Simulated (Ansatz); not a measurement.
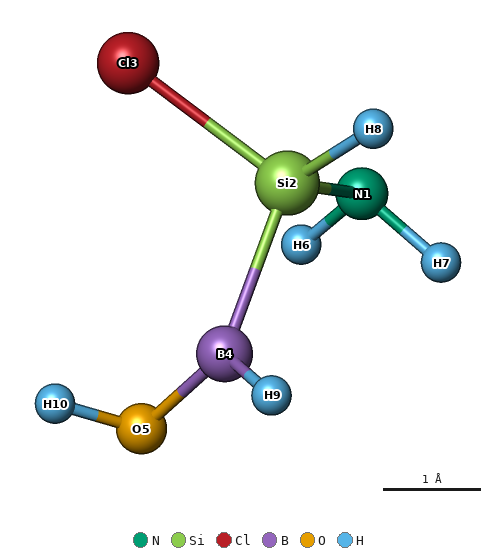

Fig. 1: The structure as given in the input (ball-and-stick view, seen at an oblique angle; atoms are numbered from 1 in the order of the input).

## BSiNH5ClO: geometry relaxation (part 1 of 2)

System: BSiNH5ClO, SMILES N[SiH](Cl)BO.
Method: RKS PBE-D4/def2-SVP (Ansatz 0.2.0).

The geometry: force-field start. Figures and captions count atoms from 1; the log counts them from 0 in places.

**Log**
```
Functional definition: PBE
  name "PBE"
  cite "Perdew, Burke & Ernzerhof, Phys. Rev. Lett. 77, 3865 (1996) doi:10.1103/PhysRevLett.77.3865"
  parent pbe
  parameter kappa = 0.804
  parameter beta = 0.06672455060314922
  exchange = pbe_x(kappa = kappa, mu = beta*pi^2/3)
  correlation = pbe_c(beta = beta)
1150 factors; their error is unknown
mean field evaluation 1: about -24662.2266 eV, gradient 7.3e1 eV
mean field evaluation 2: about -24600.7679 eV, gradient 1.5e2 eV
mean field evaluation 4: about -24672.4643 eV, gradient 1.2e1 eV
mean field evaluation 8: about -24672.7210 eV, gradient 1.2e-1 eV
mean field evaluation 16: about -24672.6529 eV, gradient 1.4e-3 eV
mean field -24672.65290087 eV, -906.7032703823 hartree, gradient 6.0e-5 eV, S^2 0.000000; 0 other end points of the search recorded, 0 dependent functions left out
the calculation of the forces begins
reference -24672.65293714 eV, -906.7032717150 hartree; 28, 28 occupied and 75, 75 virtual orbitals, 1150 factors
relax step   1: F+E_penalty+E_count = -24672.88358952 eV  Δ(F+E_penalty+E_count) = +0.000e0 eV  max|allowed force component| = 1.997e0 eV/Å  Δτ_max = 0.0000 Å  (29 SCF iters, accepted)
these checks for a lower state are left out or cut short: starts, cluster_reference, orbital_swaps, neighbouring_geometries, increment
1150 factors; their error is unknown
mean field -24672.92015305 eV, -906.7130917185 hartree, gradient 2.1e-5 eV, S^2 0.000000; 0 other end points of the search recorded, 0 dependent functions left out
[... from here on the field's lines of each further geometry are left out, up to the last ...]
relax step   2: F+E_penalty+E_count = -24673.14715114 eV  Δ(F+E_penalty+E_count) = -2.636e-1 eV  max|allowed force component| = 1.228e0 eV/Å  Δτ_max = 0.1919 Å  (29 SCF iters, accepted)
relax step   3: F+E_penalty+E_count = -24673.24579039 eV  Δ(F+E_penalty+E_count) = -9.864e-2 eV  max|allowed force component| = 8.387e-1 eV/Å  Δτ_max = 0.1578 Å  (29 SCF iters, accepted)
relax step   4: F+E_penalty+E_count = -24673.35534588 eV  Δ(F+E_penalty+E_count) = -1.096e-1 eV  max|allowed force component| = 1.270e0 eV/Å  Δτ_max = 0.1938 Å  (36 SCF iters, accepted)
relax step   5: F+E_penalty+E_count = -24673.45702598 eV  Δ(F+E_penalty+E_count) = -1.017e-1 eV  max|allowed force component| = 2.830e0 eV/Å  Δτ_max = 0.1950 Å  (33 SCF iters, accepted)
relax step   6: F+E_penalty+E_count = -24673.82079197 eV  Δ(F+E_penalty+E_count) = -3.638e-1 eV  max|allowed force component| = 1.460e0 eV/Å  Δτ_max = 0.2000 Å  (29 SCF iters, accepted)
relax step   7: F+E_penalty+E_count = -24673.98169674 eV  Δ(F+E_penalty+E_count) = -1.609e-1 eV  max|allowed force component| = 1.155e0 eV/Å  Δτ_max = 0.1942 Å  (28 SCF iters, accepted)
relax step   8: F+E_penalty+E_count = -24674.06189853 eV  Δ(F+E_penalty+E_count) = -8.020e-2 eV  max|allowed force component| = 6.078e-1 eV/Å  Δτ_max = 0.1620 Å  (34 SCF iters, accepted)
relax step   9: F+E_penalty+E_count = -24674.05441076 eV  Δ(F+E_penalty+E_count) = +7.488e-3 eV  max|allowed force component| = 1.996e0 eV/Å  Δτ_max = 0.1967 Å  (34 SCF iters, rejected (line search))
relax step  10: F+E_penalty+E_count = -24674.11897465 eV  Δ(F+E_penalty+E_count) = -5.708e-2 eV  max|allowed force component| = 2.638e-1 eV/Å  Δτ_max = 0.0967 Å  (29 SCF iters, accepted)
relax step  11: F+E_penalty+E_count = -24674.15149192 eV  Δ(F+E_penalty+E_count) = -3.252e-2 eV  max|allowed force component| = 2.486e-1 eV/Å  Δτ_max = 0.1000 Å  (27 SCF iters, accepted)
relax step  12: F+E_penalty+E_count = -24674.16338596 eV  Δ(F+E_penalty+E_count) = -1.189e-2 eV  max|allowed force component| = 2.303e-1 eV/Å  Δτ_max = 0.1212 Å  (28 SCF iters, accepted)
relax step  13: F+E_penalty+E_count = -24674.16899098 eV  Δ(F+E_penalty+E_count) = -5.605e-3 eV  max|allowed force component| = 2.247e-1 eV/Å  Δτ_max = 0.1127 Å  (28 SCF iters, accepted)
relax step  14: F+E_penalty+E_count = -24674.17499504 eV  Δ(F+E_penalty+E_count) = -6.004e-3 eV  max|allowed force component| = 2.473e-1 eV/Å  Δτ_max = 0.1160 Å  (29 SCF iters, accepted)
relax step  15: F+E_penalty+E_count = -24674.17849318 eV  Δ(F+E_penalty+E_count) = -3.498e-3 eV  max|allowed force component| = 2.069e-1 eV/Å  Δτ_max = 0.0465 Å  (29 SCF iters, accepted)
relax step  16: F+E_penalty+E_count = -24674.18211398 eV  Δ(F+E_penalty+E_count) = -3.621e-3 eV  max|allowed force component| = 1.248e-1 eV/Å  Δτ_max = 0.0222 Å  (29 SCF iters, accepted)
relax step  17: F+E_penalty+E_count = -24674.18384712 eV  Δ(F+E_penalty+E_count) = -1.733e-3 eV  max|allowed force component| = 9.075e-2 eV/Å  Δτ_max = 0.0410 Å  (29 SCF iters, accepted)
relax step  18: F+E_penalty+E_count = -24674.18498684 eV  Δ(F+E_penalty+E_count) = -1.140e-3 eV  max|allowed force component| = 1.010e-1 eV/Å  Δτ_max = 0.0585 Å  (28 SCF iters, accepted)
relax step  19: F+E_penalty+E_count = -24674.18542425 eV  Δ(F+E_penalty+E_count) = -4.374e-4 eV  max|allowed force component| = 9.123e-2 eV/Å  Δτ_max = 0.0370 Å  (29 SCF iters, accepted)
relax step  20: F+E_penalty+E_count = -24674.18553150 eV  Δ(F+E_penalty+E_count) = -1.073e-4 eV  max|allowed force component| = 7.004e-2 eV/Å  Δτ_max = 0.0166 Å  (30 SCF iters, accepted)
relax step  21: F+E_penalty+E_count = -24674.18558725 eV  Δ(F+E_penalty+E_count) = -5.575e-5 eV  max|allowed force component| = 4.322e-2 eV/Å  Δτ_max = 0.0162 Å  (30 SCF iters, accepted)
relax step  22: F+E_penalty+E_count = -24674.18566870 eV  Δ(F+E_penalty+E_count) = -8.145e-5 eV  max|allowed force component| = 3.561e-2 eV/Å  Δτ_max = 0.0107 Å  (31 SCF iters, accepted)
the calculation of the forces begins
reference -24673.95927522 eV, -906.7512787541 hartree; 28, 28 occupied and 75, 75 virtual orbitals, 1150 factors
relax step  23: F+E_penalty+E_count = -24674.18568960 eV  Δ(F+E_penalty+E_count) = -2.090e-5 eV  max|allowed force component| = 1.815e-2 eV/Å  Δτ_max = 0.0027 Å  (23 SCF iters, accepted)
1150 factors; their error is unknown
mean field evaluation 192: about -24673.9592 eV, gradient 1.2e-3 eV
```

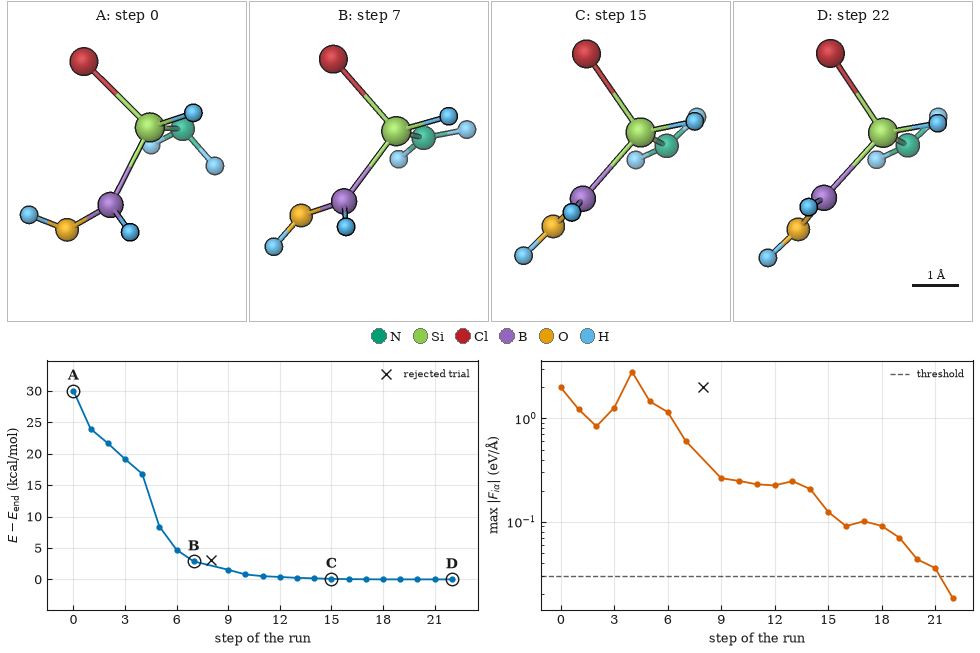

Fig. 2: Frames of the relaxation (ball-and-stick view, seen at a tilt) above the curves, on which the letters mark them (the first geometry is step 0 here and step 1 in the log).

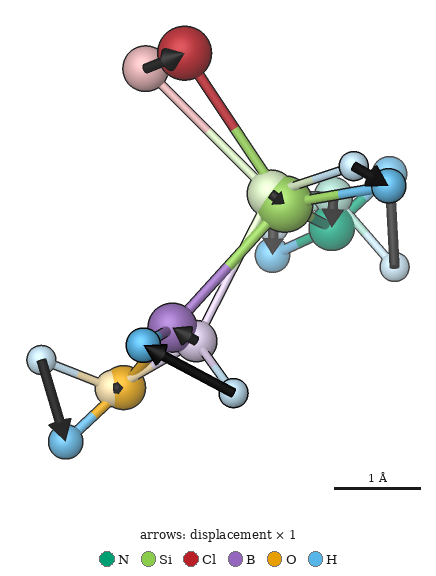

Fig. 3: Start (faint) and end (solid) with the displacements as black arrows, at true length (ball-and-stick view, seen at a tilt). The two geometries are laid on each other by the best rigid fit. The largest move after the best rigid fit is that of H9, 1.23 Å. Largest moves by element: H 1.23 Å, Cl 0.59 Å, N 0.37 Å, B 0.34 Å, Si 0.20 Å, O 0.12 Å. Among the contacts that change: N1–H7 1.090 → 1.023 Å, Si2–H8 1.437 → 1.502 Å, Si2–Cl3 2.070 → 2.134 Å, B4–O5 1.422 → 1.362 Å. Among the angles that change: Si2–N1–H7 105.4° → 120.7°, B4–O5–H10 100.7° → 112.8°, H6–N1–H7 101.2° → 110.7°. Over 22 geometry steps the energy falls by 30.0 kcal/mol. The largest force component goes from 2 to 0.018 eV/Å. The line search rejected the trial step at point 8 (counted from 0) and went back. (Atoms are counted from 1 in the order of the input.)

```
mean field -24673.95923824 eV, -906.7512773952 hartree, gradient 2.0e-5 eV, S^2 0.000000; 1 other end points of the search recorded, 0 dependent functions left out
the calculation of the forces begins
reference -24673.95927522 eV, -906.7512787541 hartree; 28, 28 occupied and 75, 75 virtual orbitals, 1150 factors
Total energy: -24674.18572658 eV, -906.7596006880 hartree
Atom 0 at    -1.255553    -0.493935    -1.110082 Å, force    -0.000965    -0.003266     0.000115 eV/Å
Atom 1 at    -0.430516    -0.725371     0.396273 Å, force     0.000640     0.004451     0.000066 eV/Å
Atom 2 at     0.953874    -2.348333     0.435643 Å, force    -0.000886    -0.001118     0.000954 eV/Å
Atom 3 at     0.783328     0.851943     0.757446 Å, force     0.003465     0.008953    -0.013689 eV/Å
Atom 4 at     1.106735     1.623389    -0.316892 Å, force    -0.002047    -0.006768     0.018148 eV/Å
Atom 5 at    -0.718014    -0.090927    -1.882891 Å, force    -0.000682    -0.000262     0.000004 eV/Å
Atom 6 at    -1.917950    -1.192863    -1.456423 Å, force     0.000941     0.002063    -0.000497 eV/Å
Atom 7 at    -1.464472    -1.082571     1.425168 Å, force     0.000809    -0.002378    -0.000444 eV/Å
Atom 8 at     1.276133     1.082254     1.853827 Å, force    -0.000854    -0.000980    -0.000388 eV/Å
Atom 9 at     1.749536     2.325214    -0.099369 Å, force    -0.000421    -0.000697    -0.004269 eV/Å
Dipole moment:     0.014710     0.532112    -0.258602 e Å
```

**Trajectory as extended XYZ (Å, eV, eV/Å), 23 frames, from step=1 to step=23**
```
10
Properties=species:S:1:pos:R:3:forces:R:3 step=1 energy=-24672.88359
N    -1.2243   -0.8565   -1.1231   -1.3617   1.9968  -0.5954
Si   -0.2622   -0.8293    0.3385    0.6113   0.2126  -0.5157
Cl    1.3371   -2.1091    0.0389    0.4485  -0.4115  -0.0736
B     0.4674    0.9756    0.7026    0.1350   0.8725  -0.5804
O     1.2162    1.6524   -0.2987    0.4637  -0.8697   1.5876
H    -0.6842   -0.4068   -1.9064   -0.2826  -0.4878   0.5169
H    -2.0159   -0.1240   -0.9627    1.0823  -1.4855  -0.3475
H    -1.0202   -1.2802    1.4727   -0.8698  -0.6385   0.8724
H     0.1218    1.5121    1.7672    0.2896   0.2999  -0.2100
H     2.1474    1.4146   -0.0263   -0.5162   0.5111  -0.6544
10
Properties=species:S:1:pos:R:3:forces:R:3 step=2 energy=-24673.14715
N    -1.2335   -0.8596   -1.1384   -0.9294   1.2281  -0.1186
Si   -0.2690   -0.8116    0.3355    0.1179  -0.1886  -0.1252
Cl    1.3444   -2.1251    0.0373    0.0931   0.0388  -0.0006
B     0.4785    1.0259    0.7063    0.4040   0.6363  -0.2126
O     1.2896    1.6733   -0.2463   -0.0080  -0.7873   0.9380
H    -0.7348   -0.3626   -1.9043   -0.1645  -0.2720   0.1860
H    -2.1185   -0.2843   -0.9873    0.8965  -0.8722  -0.2435
H    -1.0910   -1.3728    1.4400   -0.2397  -0.1101   0.1899
H     0.2051    1.6300    1.7549   -0.0149  -0.0125  -0.1704
H     2.2123    1.4355    0.0050   -0.1551   0.3395  -0.4429
10
Properties=species:S:1:pos:R:3:forces:R:3 step=3 energy=-24673.24579
N    -1.2266   -0.8286   -1.1540   -0.5715   0.6080   0.4704
Si   -0.2955   -0.8151    0.3570   -0.1557  -0.2278   0.0476
Cl    1.3626   -2.1034    0.0658   -0.1107   0.0800   0.0281
B     0.5596    1.0044    0.7768   -0.4999   0.5704  -0.3304
O     1.2942    1.6321   -0.2259    0.5969  -0.7574   0.5177
H    -0.7484   -0.3034   -1.8989   -0.0825  -0.0249  -0.0548
H    -2.1887   -0.4158   -1.0393    0.8387  -0.4847  -0.1618
H    -1.2061   -1.4348    1.4196    0.2354   0.1980  -0.2661
H     0.2725    1.6951    1.7677    0.1555  -0.2987   0.0441
H     2.2595    1.5183   -0.0662   -0.4063   0.3371  -0.2949
10
Properties=species:S:1:pos:R:3:forces:R:3 step=4 energy=-24673.35535
N    -1.2183   -0.8091   -1.1648   -0.8754   0.4583   0.5082
Si   -0.3064   -0.8005    0.3581   -0.3797  -0.0208  -0.1915
Cl    1.3696   -2.0694    0.0741   -0.1162   0.0937   0.1055
B     0.5560    1.0234    0.7685   -0.0988   0.2958  -0.3678
O     1.3644    1.5403   -0.2375   -0.5063  -0.8778   0.2564
H    -0.8118   -0.1980   -1.8894   -0.1836  -0.1091   0.0654
H    -2.2517   -0.5981   -1.0576    1.2702  -0.2922  -0.2140
H    -1.2381   -1.4273    1.3998    0.2866   0.1789  -0.2656
H     0.3174    1.7250    1.7619    0.2081  -0.2612   0.0192
H     2.3021    1.5626   -0.0104    0.3952   0.5345   0.0841
10
Properties=species:S:1:pos:R:3:forces:R:3 step=5 energy=-24673.45703
N    -1.2225   -0.7871   -1.1715   -1.4981   0.3995   0.3351
Si   -0.3323   -0.7935    0.3589   -0.3717   0.2232  -0.4408
Cl    1.3591   -2.0411    0.1029   -0.0956  -0.0139   0.1407
B     0.5663    1.0092    0.7590    0.2007   0.0862  -0.6011
O     1.4148    1.3760   -0.2823    2.4129   0.2220   1.7255
H    -0.8727   -0.1191   -1.8862   -0.3325  -0.3574   0.3386
H    -2.2973   -0.7378   -1.0826    1.9943  -0.0603  -0.2849
H    -1.2689   -1.4159    1.3802    0.1903   0.0917  -0.1410
H     0.3922    1.7231    1.7544    0.3299  -0.2146  -0.0726
H     2.3445    1.7350    0.0700   -2.8301  -0.3764  -0.9996
10
Properties=species:S:1:pos:R:3:forces:R:3 step=6 energy=-24673.82079
N    -1.2318   -0.7780   -1.1700   -0.9696   0.2369   0.0616
Si   -0.3538   -0.7766    0.3466   -0.2279   0.1612  -0.3312
Cl    1.3048   -2.0720    0.1487    0.0019  -0.0899   0.1190
B     0.6190    0.9698    0.7486   -0.0895   0.1295  -0.0204
O     1.4404    1.3869   -0.2576    1.4604   0.1572   0.5223
H    -0.9172   -0.1687   -1.9404   -0.0678  -0.1989   0.2730
H    -2.2797   -0.7983   -1.1249    1.0445  -0.0517  -0.0866
H    -1.3036   -1.3597    1.3712    0.1281   0.0967  -0.0989
H     0.5760    1.6537    1.7648    0.0348  -0.2470   0.2300
H     2.2289    1.8917    0.1158   -1.3149  -0.1941  -0.6689
10
Properties=species:S:1:pos:R:3:forces:R:3 step=7 energy=-24673.98170
N    -1.2532   -0.7461   -1.1665   -0.0903   0.1942   0.0488
Si   -0.3625   -0.7474    0.3272   -0.1712  -0.0769   0.0327
Cl    1.2694   -2.0968    0.2082   -0.0321  -0.0594   0.0428
B     0.6556    0.9590    0.7683    0.4788  -0.1633  -0.6238
O     1.5071    1.3279   -0.2575    0.3159   0.8087   1.1547
H    -0.9220   -0.1851   -1.9562   -0.0661  -0.0563   0.0280
H    -2.2732   -0.8522   -1.1647    0.2214  -0.0568  -0.0318
H    -1.3210   -1.3093    1.3520    0.0795   0.1135  -0.0536
H     0.6469    1.5510    1.8446    0.0362   0.0087  -0.1246
H     2.1359    2.0478    0.0473   -0.7721  -0.7123  -0.4733
10
Properties=species:S:1:pos:R:3:forces:R:3 step=8 energy=-24674.06190
N    -1.2340   -0.6578   -1.1335   -0.1083   0.2185  -0.0003
Si   -0.3678   -0.7561    0.3558   -0.0443  -0.1361   0.0853
Cl    1.2062   -2.1858    0.2348   -0.0704  -0.0378   0.0991
B     0.6822    0.9181    0.7641    0.1282  -0.2446  -0.1959
O     1.4345    1.3532   -0.2890    0.2717   0.6078   0.4439
H    -0.8572   -0.1127   -1.9098   -0.0369  -0.0323  -0.0494
H    -2.2020   -0.9468   -1.2752    0.0808  -0.0977   0.0084
H    -1.3322   -1.2329    1.4109    0.0222  -0.0260  -0.0897
H     0.7445    1.4613    1.8588    0.0201   0.0733  -0.0161
H     2.0087    2.1083   -0.0142   -0.2630  -0.3250  -0.2854
```
